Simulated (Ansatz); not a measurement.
## TaH3Cl4O2: nudged elastic band (part 2 of 2)

The same run, continued: TaH3Cl4O2; RHF/def2-SVP (Ansatz 0.2.0). The run did not end well. It belongs to a series of runs on one base structure; here: band between the two ends.

Geometry of the input (Å):
```
Ta -0.0284  -0.0293  0.3357
Cl 2.2251  0.7136  0.4859
Cl -0.1900  0.0937  2.7005
Cl 0.3420  -0.5336  -1.9640
O  -0.8823  1.5424  0.0248
H  -1.3249  2.3579  -0.1443
Cl -1.8628  -1.5405  0.3209
O  1.0510  -2.0105  0.7079
H  0.6312  -2.8585  0.6232
H  1.9973  -2.0942  0.7119
```

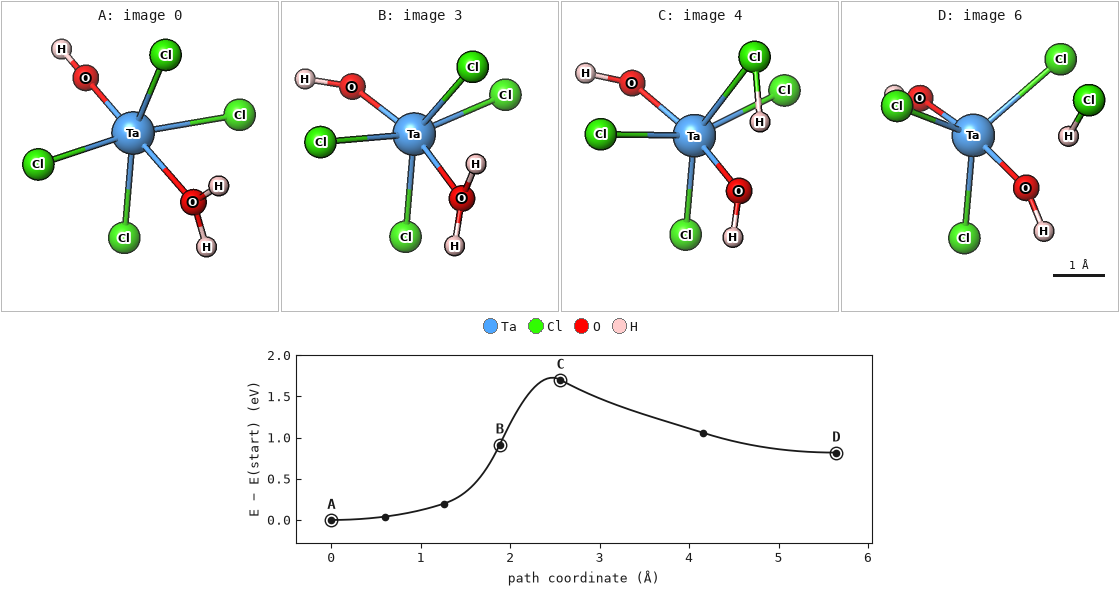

Figure 1. Images of the last band (counted from 0; ball-and-stick, seen at a tilt) above the energy along the path; the line is a cubic interpolation that uses the forces. The highest image is number 4, 1.701 eV above the start and 0.883 eV above the end (the climbing image); the end lies 0.818 eV above the start. The path is 5.64 Å long. The band had not converged after 60 iterations.

```
Unfinished report: {"positions_ang":[[-0.12922301395701744,-0.3188765452481184,0.08373213460234802],[2.594360818771132,0.008816191431939653,0.3811143300669949],[-0.12360586741361897,0.33289264684839975,2.4278148474978933],[0.5005349906133449,-0.22796854967188976,-2.17964945233327],[-0.9490089185879986,1.3618165976231722,-0.054766968570197555],[-1.3066164209119346,1.972947447130334,0.57417242856949],[-1.974049607554766,-1.6433642964474608,-0.23394591783823523],[0.7518077391810174,-1.9548095330732191,0.7704897186315748],[0.3640976544747398,-2.702850615609893,1.2031429649105345],[2.2298026353851075,-1.1875033429832635,0.8301959044628674]],"unchecked":["starts","cluster_reference","orbital_swaps","neighbouring_geometries","increment"],"mean_field":{"relativity":"none","state":{"energy":{"ev":-55658.56098109472,"hartree":-2045.4143893275898},"converged":true,"gradient_ev":0.000020991340283607332,"stability":{"kind":"minimum","curvature_ev":29.571759788529622},"curvature_floor_ev":0.00030000000000000003,"spin_squared":8.526512829121202e-14},"others":[],"fillings":{"estimated":0,"unestimated":0,"tried":0,"untried":0,"excluded_magnetic_sites":0},"n_dropped_functions":0,"n_trapped_functions":0,"passes":{"evaluations":3,"products":28},"factors":{"origin":"Cholesky decomposition","count":1489,"bound_ev":0.0009974497995940475},"gradient_stop_ev":0.00009,"reference_kind":"stationary","symmetry":{"irreps":["A"],"axes":[[0.9995349206793952,0.005350161705185504,0.030021960498329763],[-0.005536726261150323,0.9999658551917169,0.006134583360499144],[-0.02998811439127166,-0.006297953669739971,0.9995304141319711]],"occupied":[{"A":50},{"A":50}]},"held":{"pivots":1485,"left_out":0,"joined":4},"density_repulsion":{"missed_ev":0.00002143590570726266,"excess_ev":2.998021730896677e-8,"most_excess_ev":0.00027,"are_drawn_again":false,"n_first_factors":1489,"energy_change_ev":0.0,"n_dropped_ends":0}},"factors":{"origin":"Cholesky decomposition","count":1489,"bound_ev":0.0009974497995940475},"n_frozen":0,"n_occupied":[50,50],"n_virtual":[97,97],"reference":{"ev":-55658.56098109472,"hartree":-2045.4143893275898},"total":{"ev":-55658.56098109472,"hartree":-2045.4143893275898},"forces_ev_per_angstrom":[[-0.33847218123114464,-0.18257116077913735,0.012947895653496222],[0.4377739000839072,-0.07226109528946094,0.24397215332246897],[-0.007743369203080839,-0.15847894751945518,-0.06718237288478604],[0.11583932938174148,-0.126638792459537,0.19364235973599586],[-0.044556265089584234,-0.036677833266882995,0.035667408642731165],[0.00757747882315088,0.06417826823459635,-0.12853806871388368],[-0.5033005487439626,0.08858421292735907,0.0616029899584525],[-0.2232661085397536,-0.003041121073913037,-0.24724499065996694],[0.10219495943159462,0.01752777494951824,0.005219353456554071],[0.4539528050872812,0.4093786942814747,-0.11008672850669998]],"charge_distribution":{"dipole_moment_e_ang":[0.16428803428369962,-0.14317071026117875,0.2520402466054723],"mulliken_charges_e":[1.628562159153601,-0.16488110061462535,-0.4232432594129456,-0.34808214442957564,-0.5360673426289448,0.2574322891565175,-0.29734826719420937,-0.684410961896095,0.2608017100742629,0.30723691779210405],"lowdin_charges_e":[-1.2980943454112186,0.3811226733519142,0.14794080773681983,0.25315514043368736,0.12040872095404076,0.0010932152327327582,0.33490424044843436,-0.0018184460881691678,0.0015035781346208754,0.059784415207253305]},"n_threads":4,"memory_gib":4.261363637633622,"seconds":{"hamiltonian":0.792995185,"orbitals":0.0,"second_order":0.0,"solver_start":0.0,"cycles":0.0,"cycle":0.0,"perturbative":0.0,"full_ci_increment":0.0,"forces":0.0}}
this run last wrote the band of iteration 60 to [file]
Error: NEB band did not converge after 60 iterations: max|band force component| = 5.05e-1 eV/Å (threshold 5.0e-2); raise `neb.max_iterations` in a new run, which can start from the last band evaluated (`neb.initial_path`, with `crystal.atoms` and `neb.final_atoms` set to its first and last images), add images, or start from endpoints closer to local minima. Where this run's directory can be resumed (`checkpoint.write`), a resume goes on for up to `neb.max_iterations` more; to start a new run from the last band, take its images' positions from the `neb_iteration` event of iteration 60 (`data.images[].positions_ang`), in the event stream of the run that computed that iteration (not this run's, if it was resumed behind it). With `checkpoint.write`, `steps/00-neb/state/checkpoint.json` in the run directory holds the last saved band, under `neb.evaluated.images[].positions_ang` (a band under a hybrid functional on support functions is neither saved nor resumed: `neb.initial_path` says where its path is): check the last entry of `neb.iterations` there, which is earlier than 60 if that iteration was not saved or its write failed. If the band's step has no `state` directory and holds `state.next`, a write was cut short, and the file is under `state.next` instead (behind a loss of power it can be under `state.prev`)
this run wrote the band of iteration 60 to [file] as well, whether or not its events were kept: a new run's `neb.initial_path` can list its `images[].positions_ang`
a run's events are kept only if it was started with --events-out <file>, and are in that file
```

The last band as extended XYZ (Å, eV, eV/Å):
```
10
Properties=species:S:1:pos:R:3:forces:R:3 image=0 energy=-55660.26202
Ta   -0.0284   -0.0293    0.3357   -0.0049   0.0114   0.0085
Cl    2.2251    0.7136    0.4859    0.0023  -0.0009   0.0002
Cl   -0.1900    0.0937    2.7005   -0.0001  -0.0033   0.0017
Cl    0.3420   -0.5336   -1.9640    0.0003   0.0021  -0.0043
O    -0.8823    1.5424    0.0248    0.0001   0.0002  -0.0054
H    -1.3249    2.3579   -0.1443    0.0008  -0.0011  -0.0012
Cl   -1.8628   -1.5405    0.3209    0.0009  -0.0042   0.0003
O     1.0510   -2.0105    0.7079    0.0063  -0.0145  -0.0030
H     0.6312   -2.8585    0.6232   -0.0029   0.0074   0.0058
H     1.9973   -2.0942    0.7119   -0.0027   0.0029  -0.0026
10
Properties=species:S:1:pos:R:3:forces:R:3 image=1 energy=-55660.22050
Ta    0.0095   -0.0388    0.2039   -0.1672   0.2922  -0.0479
Cl    2.2992    0.5900    0.3607   -0.0596   0.1151   0.0408
Cl   -0.2025    0.1832    2.5735    0.0168  -0.0618  -0.0051
Cl    0.3433   -0.4381   -2.1065    0.0247  -0.0700   0.0291
O    -0.8723    1.5489   -0.0475   -0.0558   0.0035   0.1330
H    -1.4139    2.2863    0.2104    0.2341  -0.2548  -0.1277
Cl   -1.7902   -1.5906    0.1732   -0.0455   0.0656   0.0480
O     1.0373   -2.0039    0.7013    0.0279  -0.0285  -0.1098
H     0.5837   -2.8276    0.8338    0.0131  -0.0160   0.0192
H     1.9639   -2.0683    0.8995    0.0115  -0.0452   0.0204
10
Properties=species:S:1:pos:R:3:forces:R:3 image=2 energy=-55660.06438
Ta    0.0361   -0.0600    0.0873    0.0092   0.0389  -0.0083
Cl    2.3848    0.4038    0.2386   -0.1441   0.3130   0.0518
Cl   -0.1611    0.3111    2.4578   -0.0157  -0.1475   0.0186
Cl    0.3619   -0.2452   -2.2352    0.0035  -0.1402  -0.0048
O    -0.9191    1.5047   -0.0917    0.0613   0.0590  -0.0270
H    -1.4369    2.0668    0.4682    0.0318   0.0794  -0.0702
Cl   -1.7318   -1.6303   -0.0120   -0.0511   0.0919   0.1167
O     0.9945   -1.9889    0.7637    0.0839  -0.1212  -0.1807
H     0.5336   -2.7638    1.0624    0.0199  -0.0060   0.0318
H     1.8962   -1.9572    1.0632    0.0012  -0.1672   0.0722
10
Properties=species:S:1:pos:R:3:forces:R:3 image=3 energy=-55659.34659
Ta   -0.0282   -0.1663    0.0675    0.3410   0.5683  -0.1320
Cl    2.5237    0.1358    0.3022   -0.5242   0.7571  -0.1779
Cl   -0.0869    0.3712    2.4205   -0.0743  -0.2109   0.0018
Cl    0.4780   -0.1909   -2.2047   -0.0353  -0.1071  -0.1297
O    -1.0099    1.3854   -0.0788    0.0422   0.2338  -0.0991
H    -1.4426    1.9627    0.5335   -0.0615   0.1329  -0.0608
Cl   -1.8404   -1.6532   -0.1445    0.2979   0.1346   0.2498
O     0.9419   -1.9320    0.7810    0.8098  -0.0100  -0.1416
H     0.5357   -2.6855    1.2049    0.7499   0.1330   0.1587
H     1.8867   -1.5860    0.9206   -1.5455  -1.6317   0.3308
10
Properties=species:S:1:pos:R:3:forces:R:3 image=4 energy=-55658.56098
Ta   -0.1292   -0.3189    0.0837   -0.3385  -0.1826   0.0129
Cl    2.5944    0.0088    0.3811    0.4378  -0.0723   0.2440
Cl   -0.1236    0.3329    2.4278   -0.0077  -0.1585  -0.0672
Cl    0.5005   -0.2280   -2.1796    0.1158  -0.1266   0.1936
O    -0.9490    1.3618   -0.0548   -0.0446  -0.0367   0.0357
H    -1.3066    1.9729    0.5742    0.0076   0.0642  -0.1285
Cl   -1.9741   -1.6434   -0.2339   -0.5033   0.0886   0.0616
O     0.7518   -1.9548    0.7705   -0.2233  -0.0030  -0.2472
H     0.3641   -2.7029    1.2031    0.1022   0.0175   0.0052
H     2.2298   -1.1875    0.8302    0.4540   0.4094  -0.1101
10
Properties=species:S:1:pos:R:3:forces:R:3 image=5 energy=-55659.20262
Ta   -0.3285   -0.2265    0.1649   -0.2776   0.1155  -0.0086
Cl    3.4263   -0.5900    0.5748    0.2809   0.0234   0.0776
Cl    0.2123    0.6137    2.3017    0.1302  -0.0087  -0.0858
Cl    0.7123    0.0506   -1.8828    0.1208  -0.0029   0.1513
O    -1.3664    1.3165   -0.0332   -0.1731  -0.0194   0.1190
H    -1.9420    2.0041    0.2680    0.0830  -0.1143  -0.1442
Cl   -2.2022   -1.5802   -0.0660   -0.2385   0.0658  -0.0010
O     0.5866   -1.8330    0.6686   -0.1699  -0.0074  -0.1118
H     0.3792   -2.7075    0.9576    0.0793  -0.0735   0.0414
H     2.4805   -1.4066    0.8486    0.1649   0.0215  -0.0379
10
Properties=species:S:1:pos:R:3:forces:R:3 image=6 energy=-55659.44385
Ta   -0.4349   -0.0672    0.2708   -0.0279   0.0206  -0.0084
Cl    3.9820   -1.3326    0.8889   -0.0041  -0.0016  -0.0001
Cl    0.3657    0.8717    2.2299    0.0001  -0.0004   0.0012
Cl    0.7881    0.4162   -1.6350    0.0004  -0.0005  -0.0009
O    -1.6415    1.3238   -0.0262   -0.0001  -0.0064   0.0016
H    -2.4576    1.7729   -0.1701    0.0100  -0.0056   0.0021
Cl   -2.3343   -1.4813    0.2317    0.0042   0.0045   0.0003
O     0.5208   -1.6835    0.5644    0.0177  -0.0041   0.0035
H     0.4379   -2.6186    0.6657   -0.0091  -0.0092   0.0000
H     2.7319   -1.5603    0.7821    0.0090   0.0027   0.0008
```

Outcome:

| quantity | value |
| --- | --- |
| outcome | not converged |
| barrier, forward (band not converged) | 1.701 eV |
| barrier, backward | 0.883 eV |
| hardware | 4 threads of AMD EPYC (Zen 5), 32 GiB of memory available, shared host |
| wall time | 4.4 min (CPU time 16 min) |
| peak memory | 0.51 GiB |

Diagnosis:

The run did not converge: “NEB band did not converge after 60 iterations: max|band force component| = 5.05e-1 eV/Å (threshold 5.0e-2); raise `neb.max_iterations` in a new run, which can start from the last band evaluated (`neb.initial_path`, with `crystal.atoms` and `neb.final_atoms` set to its first and last images), add images, or start from endpoints closer to local minima …” Its last values are not results.
